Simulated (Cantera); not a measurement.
Feed: 1 mol Si3N4, 0.059 mol H2O, 28 mol N2, held at 1.40 bar.

These are equilibrium values from Cantera (NASA tables, ideal gas, pure condensed phases), not measurements of a reactor. Candidate condensed phases: H2O, Si, SiO2, Si2N2O, Si3N4; 35 gas species. Mutual solubility and eutectic melting of coexisting phases are not modelled. The tables' values for SiN are old estimates; treat these amounts as uncertain. Rates play no part.

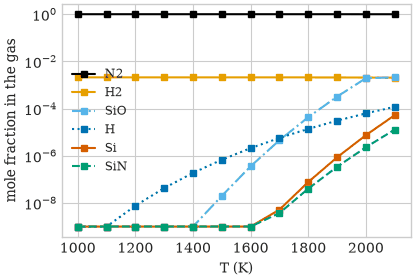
*Equilibrium gas composition (values under 1e-9 drawn at 1e-9)*

From 1000 K to 2000 K the condensed part is Si2N2O(s) + Si3N4(s). At 2100 K the condensed part is Si3N4(s).
